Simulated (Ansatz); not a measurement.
## What Hf → Al does to HfO2

Start from HfO2 (space group P4_2/nmc, No. 137; a = 3.568 Å, c = 5.167 Å).

The change: Al takes the place of Hf on all its sites; the structure is relaxed again.

All numbers come from PBEsol (Ansatz, a quantum-chemistry and plane-wave program; PAW; 420 eV plane waves; no SOC), earlier PAW set. Settings: 14×14×11 k-points, 0.05 eV Fermi–Dirac smearing, for the changed cell.

```
quantity                                     base             changed        shift
-----------------------------  ------------------  ------------------  -----------
volume per atom                          10.96 Å³             8.58 Å³     -2.38 Å³
density                               10.63 g/cm³          3.80 g/cm³  -6.83 g/cm³
lattice parameter a                       3.568 Å             3.450 Å    -0.1174 Å
c/a ratio                                   1.448               1.254       -0.194
space group                    P4_2/nmc (No. 137)  P4_2/nmc (No. 137)            –
shortest interatomic distance             2.062 Å             1.850 Å    -0.2113 Å
band gap                                  4.57 eV                zero            –
```

Final structure:

```xyz
6
Lattice="3.4501 0.0000 0.0000 0.0000 3.4501 0.0000 0.0000 0.0000 4.3267" Properties=species:S:1:pos:R:3 pbc="T T T"
Al     0.0000     0.0000     0.0000
Al     1.7251     1.7251     2.1634
O      0.0000     1.7251     0.6694
O      0.0000     1.7251     2.8328
O      1.7251     0.0000     1.4940
O      1.7251     0.0000     3.6573
```

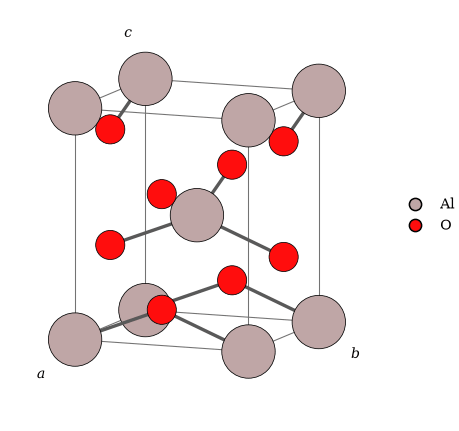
Figure: The relaxed conventional cell after the change

With Hf present, leaving out spin-orbit coupling can change the band edges. Stability against distortions was not tested. As relaxed here, AlO2 is a hypothetical phase, not in the database extracts checked. All final runs are without spin polarisation. This is not the structure that HfO2 has at room temperature and ambient pressure.
